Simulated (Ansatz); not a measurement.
Start from C in the diamond structure (space group Fd-3m, No. 227; a = 3.5716 Å).

The same geometry is solved again with r2SCAN.

Levels (all Ansatz, an electronic-structure program, PAW, earlier PAW set): r2SCAN (500 eV, no spin-orbit coupling); PBE (420 eV, scalar-relativistic without spin-orbit coupling).

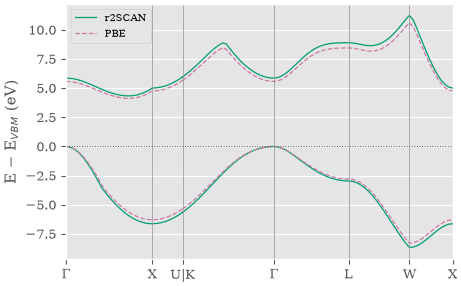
Fig. 1. Highest valence and lowest conduction band along the path, each from its own valence-band maximum

Task: Read the r2SCAN gap and its character from the plot.

Result: About 4.3 eV, indirect, Γ → Γ–X (71 % along).

Single points use the geometry relaxed with PBE. Stability against distortions was not tested.
